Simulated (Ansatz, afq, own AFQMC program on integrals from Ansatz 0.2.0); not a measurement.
# CH4AlS (doublet): AFQMC on the coupled-cluster ladder as a fragment species, def2-TZVP

Aim: compute CH4AlS (doublet) with auxiliary-field quantum Monte Carlo on the same integrals as coupled cluster, and set the energies side by side.

Program: Ansatz 0.2.0, Gaussian basis, and an in-house AFQMC program (afq) on its integrals; all values are calculated. Level of theory: def2-TZVP, frozen cores. These are calculated values, not measurements.

Plan: PBE (unrestricted); CCSD(T) on UHF; r2SCAN (unrestricted); PBE0 (unrestricted); CCSD(T) on UHF; B3LYP (unrestricted); wB97M-V (unrestricted); B2PLYP (unrestricted); CCSD(T) on UHF; Phaseless AFQMC, CISD trial on UHF.

10 further runs of the same task are left out: 1 that didn't finish, 9 set aside as unsound or not needed.

### 1 What is computed

The geometry is a PBE0/def2-SVP stationary point (not a proven minimum).

7 atoms, charge 0, spin multiplicity 2.

Atoms are counted from 1 here; the program's logs count them from 0.

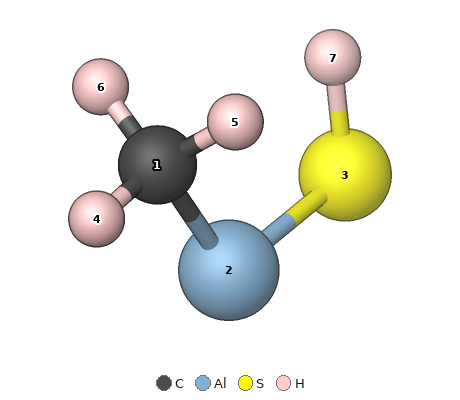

The structure; carbon dark grey, aluminium light blue, sulfur yellow, hydrogen pink; atoms are numbered from 1 in the order of the file.

As a file:

```
atom     x (Å)     y (Å)     z (Å)
  C1  -0.08134   1.15619  -0.19035
 Al2  -0.62833  -0.72767   0.01516
  S3   0.78487  -2.11595   1.00108
  H4  -0.81737   1.76128  -0.74104
  H5   0.06277   1.61234   0.80456
  H6   0.88207   1.21083  -0.72662
  H7   1.73802  -1.17553   1.20472
```

### 2 PBE (unrestricted)

in.yaml

```yaml
crystal:
  periodic: [false, false, false]
  atoms:
    - {symbol: C, position_ang: [-0.081338, 1.156193, -0.190355]}
    - {symbol: Al, position_ang: [-0.628332, -0.727669, 0.015157]}
    - {symbol: S, position_ang: [0.784875, -2.115950, 1.001082]}
    - {symbol: H, position_ang: [-0.817372, 1.761277, -0.741043]}
    - {symbol: H, position_ang: [0.062774, 1.612344, 0.804557]}
    - {symbol: H, position_ang: [0.882070, 1.210831, -0.726621]}
    - {symbol: H, position_ang: [1.738023, -1.175526, 1.204723]}
basis:
  gaussian: {orbitals: def2-TZVP}
magnetization: {spin_polarized: true, initial_magnetization: 1}
hamiltonian: {xc: {name: PBE}}
output: {orbitals: {seedname: orbitals}}
```

The run is started by

```console
> ansatz run in.yaml --threads 1 --pin off --events-out ev --progress --plain --max-ram 5632MiB --backend cpu
```

Standard output:

```text
Functional definition: PBE
  name "PBE"
  cite "Perdew, Burke & Ernzerhof, Phys. Rev. Lett. 77, 3865 (1996) doi:10.1103/PhysRevLett.77.3865"
  parent pbe
  parameter kappa = 0.804
  parameter beta = 0.06672455060314922
  exchange = pbe_x(kappa = kappa, mu = beta*pi^2/3)
  correlation = pbe_c(beta = beta)
876 factors; their error is unknown
mean field evaluation 1: about -18514.6686 eV, gradient 4.8e1 eV
mean field evaluation 2: about -18486.8321 eV, gradient 7.2e1 eV
mean field evaluation 4: about -18525.3315 eV, gradient 9.2e0 eV
mean field evaluation 8: about -18525.8020 eV, gradient 1.9e-1 eV
mean field evaluation 16: about -18525.7854 eV, gradient 1.4e-4 eV
mean field -18525.78539618 eV, -680.8100560811 hartree, gradient 5.0e-6 eV, S^2 0.752043; 0 other end points of the search recorded, 0 dependent functions left out
reference -18525.78543420 eV, -680.8100574785 hartree; 20, 19 occupied and 109, 110 virtual orbitals, 876 factors
Total energy: -18525.78543420 eV, -680.8100574785 hartree
```

It took 2.9 s on 1 thread of AMD EPYC 7R13 (Zen 3), shared host; peak memory 3.4 GiB.

From the report: ⟨S²⟩ of the determinant 0.752 (pure doublet: 0.75).

### 3 CCSD(T) on UHF

in.yaml: that of step 2 with these lines changed.

```diff
@@ -13,3 +13,2 @@
 magnetization: {spin_polarized: true, initial_magnetization: 1}
-hamiltonian: {xc: {name: PBE}}
-output: {orbitals: {seedname: orbitals}}
+correlation: {method: ccsd_t, electrons: outside_noble_gas, hamiltonian_folder: ham}
```

The run is started by

```console
> ansatz run in.yaml --threads 1 --pin off --events-out ev --progress --plain --max-ram 16896MiB --backend cuda --devices 0, --max-vram 18GiB
```

Standard output (excerpt; [...] marks lines left out):

```text
Functional definition: HF
  name "HF"
  cite "Fock, Z. Phys. 61, 126 (1930) doi:10.1007/BF01340294"
  parent pbe
[...]
843 factors; integrals over basis functions are off by at most 1.1e-3 eV
[...]
mean field -18495.60319161 eV, -679.7008805214 hartree, gradient 2.0e-6 eV, S^2 0.754549; 1 other end points of the search recorded, 0 dependent functions left out
determinant -18495.60319161 eV, -679.7008805214 hartree, with singles and doubles -18507.67382448 eV, -680.1444680977 hartree
determinant -18492.77660693 eV, -679.5970054505 hartree, with singles and doubles -18505.00860111 eV, -680.0465229454 hartree
11 core orbitals not correlated: weight in the atoms' cores, before any rotation towards them, 1.000 or more for the frozen orbitals, at most 0.000 for the correlated occupied ones
reference -18495.60319161 eV, -679.7008805214 hartree; 9, 8 occupied and 109, 110 virtual orbitals, 843 factors
second order -10.86199242 eV of doubles, -0.00000000 eV of singles
cycle   1  -11.96858879 eV  change   -5.6e-1 eV  update   2.2e-2
[...]
cycle   9  -11.99338465 eV  change    9.7e-6 eV  update   9.9e-6
perturbative correction -0.50133412 eV, -0.0184236890 hartree
Total energy: -18508.09791037 eV, -680.1600529667 hartree
```

It took 7.5 s on 1 × NVIDIA H100 80GB HBM3 with 1 thread of AMD EPYC 7R13 (Zen 3), shared host; peak host memory 3.4 GiB.

From the report: ⟨S²⟩ of the determinant 0.755 (pure doublet: 0.75); correlation -12.4947 eV; T1 0.013; largest double amplitude 0.03.

This run also writes the integrals to the folder ham.

### 4 r2SCAN (unrestricted)

in.yaml: that of step 3 with these lines changed.

```diff
@@ -13,2 +13,2 @@
 magnetization: {spin_polarized: true, initial_magnetization: 1}
-correlation: {method: ccsd_t, electrons: outside_noble_gas, hamiltonian_folder: ham}
+hamiltonian: {xc: {name: r2SCAN}}
```

The run is started by

```console
> ansatz run in.yaml --threads 1 --pin off --events-out ev --progress --plain --max-ram 5632MiB --backend cpu
```

Standard output:

```text
Functional definition: r2SCAN
  name "r2SCAN"
  cite "Furness, Kaplan, Ning, Perdew & Sun, J. Phys. Chem. Lett. 11, 8208 (2020) doi:10.1021/acs.jpclett.0c02405"
  cite "Furness, Kaplan, Ning, Perdew & Sun, J. Phys. Chem. Lett. 11, 9248 (2020) doi:10.1021/acs.jpclett.0c03077"
  parent r2scan
  parameter k0 = 0.174
  parameter k1 = 0.065
  parameter a1 = 4.9479
  exchange = r2scan_x(k0 = k0, k1 = k1, a1 = a1)
  correlation = r2scan_c
876 factors; their error is unknown
mean field evaluation 1: about -18524.5746 eV, gradient 4.3e1 eV
mean field evaluation 2: about -18508.0705 eV, gradient 6.0e1 eV
mean field evaluation 4: about -18533.4686 eV, gradient 5.8e0 eV
mean field evaluation 8: about -18533.6557 eV, gradient 1.6e-1 eV
mean field evaluation 16: about -18533.6390 eV, gradient 2.9e-4 eV
mean field -18533.63901803 eV, -681.0986713609 hartree, gradient 3.6e-5 eV, S^2 0.753365; 0 other end points of the search recorded, 0 dependent functions left out
reference -18533.63903216 eV, -681.0986718801 hartree; 20, 19 occupied and 109, 110 virtual orbitals, 876 factors
Total energy: -18533.63903216 eV, -681.0986718801 hartree
```

Run time: 6.5 s. Hardware: 1 thread of AMD EPYC 7R13 (Zen 3), shared host; peak memory 3.4 GiB.

From the report: ⟨S²⟩ of the determinant 0.753 (pure doublet: 0.75).

### 5 PBE0 (unrestricted)

in.yaml: that of step 4 with these lines changed.

```diff
@@ -13,2 +13,3 @@
 magnetization: {spin_polarized: true, initial_magnetization: 1}
-hamiltonian: {xc: {name: r2SCAN}}
+hamiltonian: {xc: {name: PBE0}}
+output: {orbitals: {seedname: orbitals}}
```

The command is unchanged.

Standard output:

```text
Functional definition: PBE0
  name "PBE0"
  cite "Adamo & Barone, J. Chem. Phys. 110, 6158 (1999) doi:10.1063/1.478522"
  cite "Perdew, Burke & Ernzerhof, Phys. Rev. Lett. 77, 3865 (1996) doi:10.1103/PhysRevLett.77.3865"
  parent pbe
  parameter a = 0.25
  parameter kappa = 0.804
  parameter beta = 0.06672455060314922
  exchange = (1 - a)*pbe_x(kappa = kappa, mu = beta*pi^2/3) + a*exact_x
  correlation = pbe_c(beta = beta)
906 factors; their error is unknown
mean field evaluation 1: about -18520.4024 eV, gradient 3.8e1 eV
mean field evaluation 2: about -18514.8173 eV, gradient 4.6e1 eV
mean field evaluation 4: about -18527.4327 eV, gradient 3.1e0 eV
mean field evaluation 8: about -18527.4806 eV, gradient 4.6e-2 eV
mean field evaluation 16: about -18527.5122 eV, gradient 4.4e-5 eV
mean field -18527.51217696 eV, -680.8735141046 hartree, gradient 4.4e-5 eV, S^2 0.752264; 0 other end points of the search recorded, 0 dependent functions left out
reference -18527.51220512 eV, -680.8735151394 hartree; 20, 19 occupied and 109, 110 virtual orbitals, 906 factors
Total energy: -18527.51220512 eV, -680.8735151394 hartree
```

It took 3.6 s on 1 thread of AMD EPYC 7R13 (Zen 3), shared host; peak memory 3.4 GiB.

From the report: ⟨S²⟩ of the determinant 0.752 (pure doublet: 0.75).

### 6 CCSD(T) on UHF

in.yaml: that of step 5 with these lines changed.

```diff
@@ -11,5 +11,4 @@
 basis:
-  gaussian: {orbitals: def2-TZVP}
+  gaussian: {orbitals: def2-TZVPP}
 magnetization: {spin_polarized: true, initial_magnetization: 1}
-hamiltonian: {xc: {name: PBE0}}
-output: {orbitals: {seedname: orbitals}}
+correlation: {method: ccsd_t, electrons: outside_noble_gas}
```

The run is started by

```console
> ansatz run in.yaml --threads 1 --pin off --events-out ev --progress --plain --max-ram 16896MiB --backend cuda --devices 0, --max-vram 18GiB
```

Standard output (excerpt; [...] marks lines left out):

```text
Functional definition: HF
  name "HF"
  cite "Fock, Z. Phys. 61, 126 (1930) doi:10.1007/BF01340294"
  parent pbe
[...]
979 factors; integrals over basis functions are off by at most 1.2e-3 eV
[...]
mean field -18495.65301300 eV, -679.7027114239 hartree, gradient 9.2e-6 eV, S^2 0.754574; 1 other end points of the search recorded, 0 dependent functions left out
determinant -18495.65301300 eV, -679.7027114239 hartree, with singles and doubles -18508.13488373 eV, -680.1614117125 hartree
determinant -18492.83048200 eV, -679.5989853229 hartree, with singles and doubles -18505.47213775 eV, -680.0635576030 hartree
11 core orbitals not correlated: weight in the atoms' cores, before any rotation towards them, 1.000 or more for the frozen orbitals, at most 0.000 for the correlated occupied ones
reference -18495.65301300 eV, -679.7027114239 hartree; 9, 8 occupied and 151, 152 virtual orbitals, 979 factors
second order -11.27484165 eV of doubles, -0.00000000 eV of singles
cycle   1  -12.31459793 eV  change   -7.3e-1 eV  update   2.3e-2
[...]
cycle   9  -12.34388541 eV  change    9.3e-6 eV  update   9.8e-6
perturbative correction -0.52751557 eV, -0.0193858396 hartree
Total energy: -18508.52441399 eV, -680.1757266856 hartree
```

Run time: 7 s. Hardware: 1 × NVIDIA H100 80GB HBM3 with 1 thread of AMD EPYC 7R13 (Zen 3), shared host; peak host memory 3.4 GiB.

From the report: ⟨S²⟩ of the determinant 0.755 (pure doublet: 0.75); correlation -12.8714 eV; T1 0.013; largest double amplitude 0.03.

### 7 B3LYP (unrestricted)

in.yaml: that of step 6 with these lines changed.

```diff
@@ -11,4 +11,4 @@
 basis:
-  gaussian: {orbitals: def2-TZVPP}
+  gaussian: {orbitals: def2-TZVP}
 magnetization: {spin_polarized: true, initial_magnetization: 1}
-correlation: {method: ccsd_t, electrons: outside_noble_gas}
+hamiltonian: {xc: {name: B3LYP}}
```

The run is started by

```console
> ansatz run in.yaml --threads 1 --pin off --events-out ev --progress --plain --max-ram 5632MiB --backend cpu
```

Standard output (excerpt; [...] marks lines left out):

```text
Functional definition: B3LYP
  name "B3LYP"
  cite "Stephens, Devlin, Chabalowski & Frisch, J. Phys. Chem. 98, 11623 (1994) doi:10.1021/j100096a001"
  cite "Becke, Phys. Rev. A 38, 3098 (1988) doi:10.1103/PhysRevA.38.3098"
  cite "Lee, Yang & Parr, Phys. Rev. B 37, 785 (1988) doi:10.1103/PhysRevB.37.785"
  cite "Vosko, Wilk & Nusair, Can. J. Phys. 58, 1200 (1980) doi:10.1139/p80-159"
[...]
886 factors; their error is unknown
[...]
mean field -18536.97138290 eV, -681.2211335112 hartree, gradient 1.5e-5 eV, S^2 0.751910; 0 other end points of the search recorded, 0 dependent functions left out
reference -18536.97162174 eV, -681.2211422882 hartree; 20, 19 occupied and 109, 110 virtual orbitals, 886 factors
Total energy: -18536.97162174 eV, -681.2211422882 hartree
```

Wall time 3.6 s (1 thread of AMD EPYC 7R13 (Zen 3), shared host); peak memory 3.4 GiB.

From the report: ⟨S²⟩ of the determinant 0.752 (pure doublet: 0.75).

### 8 wB97M-V (unrestricted)

in.yaml: that of step 7 with these lines changed.

```diff
@@ -13,2 +13,3 @@
 magnetization: {spin_polarized: true, initial_magnetization: 1}
-hamiltonian: {xc: {name: B3LYP}}
+hamiltonian: {xc: {name: wB97M-V}}
+output: {orbitals: {seedname: orbitals}}
```

The command is unchanged.

Standard output (excerpt; [...] marks lines left out):

```text
Functional definition: wB97M-V
  name "wB97M-V"
  cite "Mardirossian & Head-Gordon, J. Chem. Phys. 144, 214110 (2016) doi:10.1063/1.4952647"
  cite "Becke, J. Chem. Phys. 107, 8554 (1997) doi:10.1063/1.475007"
  cite "Vydrov & Van Voorhis, J. Chem. Phys. 133, 244103 (2010) doi:10.1063/1.3521275"
  # Of w^i u^j: cxij and so on, Table III.
[...]
  gx(w, u) = 1 - cx + cx01*u + cx10*w
  gss(w, u) = css00 + css04*u^4 + css10*w + css20*w^2 + css43*w^4*u^3
  gos(w, u) = cos00 + cos10*w + (cos20 + cos21*u)*w^2 + (cos60 + cos61*u)*w^6
[...]
      + integral(e_c_pw_mod_opposite_spin*gos(b97_w_opposite, b97_u_opposite)) + vv10(b, c)
879 factors; their error is unknown
230 factors; integrals over basis functions are off by at most 1.4e-5 eV
[...]
mean field -18533.80667401 eV, -681.1048326044 hartree, gradient 3.1e-5 eV, S^2 0.751360; 0 other end points of the search recorded, 0 dependent functions left out
reference -18533.80671652 eV, -681.1048341669 hartree; 20, 19 occupied and 109, 110 virtual orbitals, 879 factors
Total energy: -18533.80671652 eV, -681.1048341669 hartree
```

It took 13 s on 1 thread of AMD EPYC 7R13 (Zen 3), shared host; peak memory 3.4 GiB.

From the report: ⟨S²⟩ of the determinant 0.751 (pure doublet: 0.75).

### 9 B2PLYP (unrestricted)

in.yaml: that of step 8 with these lines changed.

```diff
@@ -13,3 +13,3 @@
 magnetization: {spin_polarized: true, initial_magnetization: 1}
-hamiltonian: {xc: {name: wB97M-V}}
-output: {orbitals: {seedname: orbitals}}
+hamiltonian: {xc: {name: B2PLYP}}
+correlation: {electrons: outside_noble_gas}
```

Launched as before.

Standard output (excerpt; [...] marks lines left out):

```text
Functional definition: B2PLYP
  name "B2PLYP"
  cite "Grimme, J. Chem. Phys. 124, 034108 (2006) doi:10.1063/1.2148954"
  cite "Becke, Phys. Rev. A 38, 3098 (1988) doi:10.1103/PhysRevA.38.3098"
  cite "Lee, Yang & Parr, Phys. Rev. B 37, 785 (1988) doi:10.1103/PhysRevB.37.785"
[...]
843 factors; integrals over basis functions are off by at most 1.1e-3 eV
[...]
mean field -18524.24805673 eV, -680.7535598984 hartree, gradient 3.6e-6 eV, S^2 0.753203; 0 other end points of the search recorded, 0 dependent functions left out
11 core orbitals not correlated: weight in the atoms' cores, before any rotation towards them, 1.000 or more for the frozen orbitals, at most 0.000 for the correlated occupied ones
reference -18524.24820699 eV, -680.7535654205 hartree; 9, 8 occupied and 109, 110 virtual orbitals, 843 factors
second order -13.42623848 eV of doubles, -0.00000000 eV of singles
Total energy: -18527.87329138 eV, -680.8867848146 hartree
```

Wall time 5 s (1 thread of AMD EPYC 7R13 (Zen 3), shared host); peak memory 3.4 GiB.

From the report: ⟨S²⟩ of the determinant 0.753 (pure doublet: 0.75).

### 10 CCSD(T) on UHF

in.yaml: that of step 9 with these lines changed.

```diff
@@ -11,5 +11,4 @@
 basis:
-  gaussian: {orbitals: def2-TZVP}
+  gaussian: {orbitals: "def2-QZVPP.json"}
 magnetization: {spin_polarized: true, initial_magnetization: 1}
-hamiltonian: {xc: {name: B2PLYP}}
-correlation: {electrons: outside_noble_gas}
+correlation: {method: ccsd_t, electrons: outside_noble_gas}
```

The run is started by

```console
> ansatz run in.yaml --threads 1 --pin off --events-out ev --progress --plain --max-ram 16896MiB --backend cuda --devices 0, --max-vram 18GiB
```

Standard output (excerpt; [...] marks lines left out):

```text
Functional definition: HF
  name "HF"
  cite "Fock, Z. Phys. 61, 126 (1930) doi:10.1007/BF01340294"
  parent pbe
[...]
1861 factors; integrals over basis functions are off by at most 8.5e-4 eV
[...]
mean field -18496.19875208 eV, -679.7227669652 hartree, gradient 5.5e-6 eV, S^2 0.754649; 1 other end points of the search recorded, 0 dependent functions left out
determinant -18496.19875208 eV, -679.7227669652 hartree, with singles and doubles -18509.57244056 eV, -680.2142409516 hartree
determinant -18493.40115567 eV, -679.6199571934 hartree, with singles and doubles -18506.92950603 eV, -680.1171148993 hartree
11 core orbitals not correlated: weight in the atoms' cores, before any rotation towards them, 1.000 or more for the frozen orbitals, at most 0.000 for the correlated occupied ones
reference -18496.19875208 eV, -679.7227669652 hartree; 9, 8 occupied and 297, 298 virtual orbitals, 1861 factors
second order -12.14236738 eV of doubles, -0.00000000 eV of singles
cycle   1  -13.02456515 eV  change    -1.2e0 eV  update   2.8e-2
[...]
cycle   9  -13.07241672 eV  change    1.4e-5 eV  update   1.2e-5
perturbative correction -0.59929234 eV, -0.0220235873 hartree
Total energy: -18509.87046114 eV, -680.2251930061 hartree
```

Run time: 24 s. Hardware: 1 × NVIDIA H100 80GB HBM3 with 1 thread of AMD EPYC 7R13 (Zen 3), shared host; peak host memory 3.4 GiB.

From the report: ⟨S²⟩ of the determinant 0.755 (pure doublet: 0.75); correlation -13.6717 eV; T1 0.013; largest double amplitude 0.03.

### 11 Phaseless AFQMC, CISD trial on UHF

It reads the integrals that the CCSD(T) run on this determinant wrote.

The run is started by

```console
> afq ham --method phaseless --trial cisd --walkers 900 --populations 20 --least-time 60 --time-step 0.005 --steps-per-block 50 --equilibration-blocks 28 --max-blocks 4000 --target-error 0.00024 --factor-cut 1e-05 --start spin_pure --seed 5450 --release-times 0.24,0.51,0.99,1.5 --release-step 0.03 --release-every 4 --taylor-order 6
```

Standard output:

```text
orbitals 118  electrons 9 8  factors 837 of 843
reference energy -679.70088052 Eh
CCSD correlation -0.44074906 Eh in 12 cycles, weight of the determinant in the CISD state 0.8245
energy of the start -680.141417 Eh
 block  time / (1/Eh)  mean weight  energy / Eh
     1     0.250  0.9999  -680.130715
     2     0.500  1.0004  -680.137008
     3     0.750  1.0004  -680.143817
     4     1.000  0.9991  -680.146673
     5     1.250  0.9992  -680.151047
     6     1.500  1.0010  -680.154299
     7     1.750  1.0002  -680.158619
     8     2.000  1.0000  -680.159623
     9     2.250  1.0001  -680.159858
    10     2.500  0.9993  -680.158497
    13     3.250  0.9999  -680.157392
    16     4.000  1.0000  -680.163219
    19     4.750  0.9986  -680.163620
    22     5.500  1.0000  -680.160362
    25     6.250  1.0004  -680.162558
    28     7.000  0.9999  -680.156990
    31     7.750  1.0001  -680.162363
    34     8.500  1.0003  -680.159734
    37     9.250  1.0008  -680.163168
    40    10.000  0.9995  -680.162077
    43    10.750  1.0003  -680.159812
    46    11.500  1.0010  -680.158469
    49    12.250  0.9996  -680.157614
    52    13.000  0.9996  -680.159842
    55    13.750  0.9992  -680.158111
    58    14.500  0.9988  -680.159075
    61    15.250  0.9998  -680.160348
    64    16.000  0.9999  -680.164965
    67    16.750  1.0001  -680.161587
    70    17.500  1.0006  -680.162831
    73    18.250  0.9996  -680.162722
    76    19.000  0.9992  -680.160031
    79    19.750  1.0004  -680.161387
    82    20.500  0.9994  -680.162234
    85    21.250  0.9995  -680.162406
    88    22.000  0.9996  -680.160745
    91    22.750  0.9994  -680.163469
    94    23.500  1.0006  -680.161193
    97    24.250  0.9995  -680.162066
   100    25.000  0.9992  -680.158212
   103    25.750  1.0000  -680.160891
   106    26.500  0.9998  -680.159674
   109    27.250  0.9991  -680.157518
   112    28.000  0.9998  -680.160594
   115    28.750  0.9995  -680.159737
   118    29.500  1.0002  -680.161712
error from the spread of 20 populations
released: time / (1/Eh)  energy / Eh  error  mean overlap
  0.24  -680.161556  0.000393  0.9963
  0.51  -680.161584  0.000440  0.9921
  0.99  -680.162004  0.000491  0.9967
  1.50  -680.162778  0.000619  0.9774
energy -680.161200 +/- 0.000365 Eh
```

Wall time 4.2 min (1 × NVIDIA H100 80GB HBM3 with 2 threads of AMD EPYC 7R13 (Zen 3), shared host); peak host memory 3.4 GiB.

Energy -18508.1291 ± 0.0099 eV. Caveats: constraint bias not in the error; error above the target.

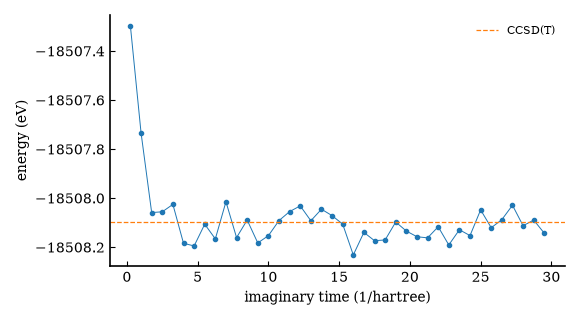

Block energies along the walk.

### 12 All levels side by side

On the UHF determinant, counted from CCSD(T) (a yardstick, not exact):

```
                                               level  energy (eV)  from CCSD(T) (kJ/mol)  statistical error (kJ/mol)     time
                                                  HF  -18495.6032                +1205.6                                     
                                                 MP2  -18506.4652                 +157.5                                     
                                                CCSD  -18507.5966                  +48.4                                     
                                             CCSD(T)  -18508.0979                    0.0                                     
Phaseless AFQMC, CISD trial, step 0.005, 900 walkers  -18508.1291                   -3.0                         1.0  4.2 min
```

The functionals' totals stand on their own zeros and serve differences with other points: PBE -18525.785 eV; r2SCAN -18533.639 eV; PBE0 -18527.512 eV; B3LYP -18536.972 eV; wB97M-V -18533.807 eV; B2PLYP -18527.873 eV.

### 13 Results

```
                                       quantity              value
Phaseless AFQMC, CISD trial on UHF from CCSD(T)  -3.0 ± 1.0 kJ/mol
```

In words: On UHF the phaseless walk with the CISD trial lies -3.0 kJ/mol from CCSD(T), 3 times its error bar. Error bars are statistical and leave out the constraint, the time step and what remains of the start.
